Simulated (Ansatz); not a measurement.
The reference is KTaO$_{3}$ in the cubic perovskite structure (space group Pm-3m, No. 221; a = 3.985 Å).

Modification: every lattice vector is stretched by 3.00 %, atoms relaxed at fixed cell.

The values are results of DFT with PBEsol, PAW potentials and a 420 eV plane-wave cutoff in Ansatz (an electronic-structure program), no spin-orbit coupling, not measurements.

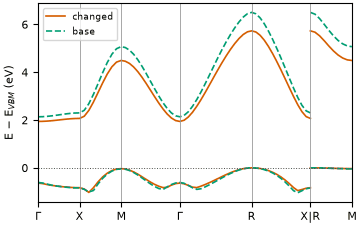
Fig. 1. Highest valence and lowest conduction band along the path, each from its own valence-band maximum

Problem. From the figure, how large is the changed gap, and is it direct?

Solution. About 1.9 eV, indirect, R → Γ.

Spin-orbit coupling, missing from the scalar runs, can matter with Ta. The cells carry an imposed strain or load. No phonon test of stability was made.
